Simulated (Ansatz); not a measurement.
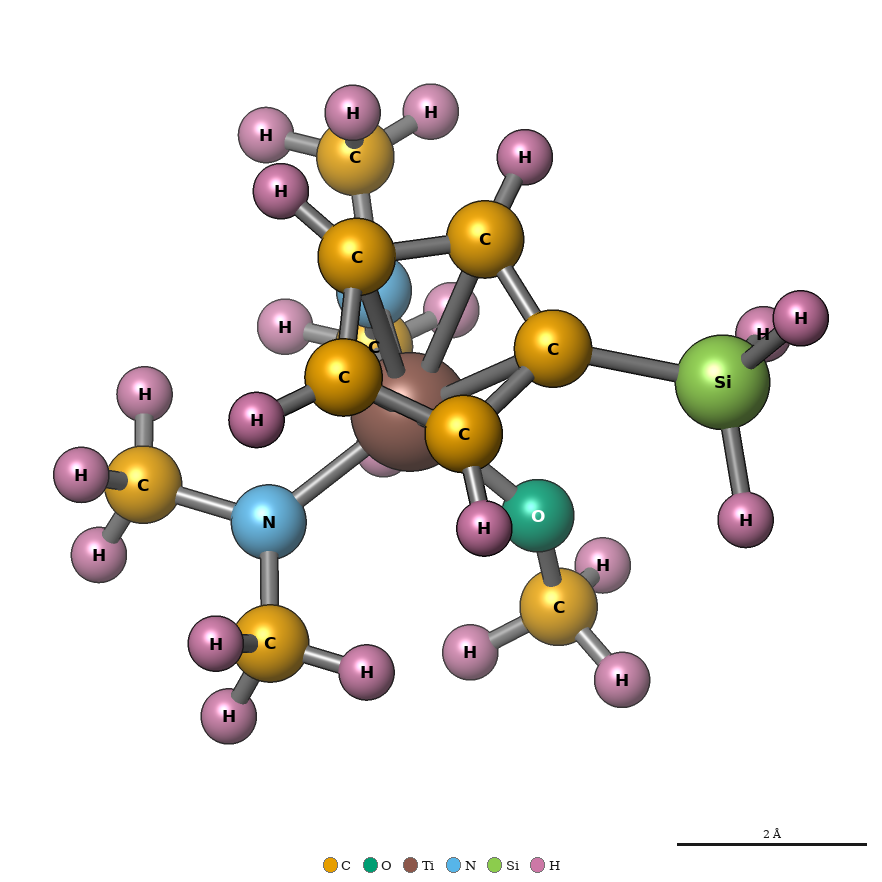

Depth is shown by fading: the farther an atom, the more it takes the colour of the background. Charge 0, singlet. The computed structure is the end point of a PBE0-D4/def2-TZVP optimisation. No frequency run is at hand to confirm it as a minimum. Masses are those of the most abundant isotopes; constants are for the rigid equilibrium geometry.

Q: Classify the rotor and give the rotational constants (MHz).

A: An asymmetric top (C1): A = 589, B = 423, C = 407 MHz. Ray's parameter κ is −0.83, nearer the prolate limit.
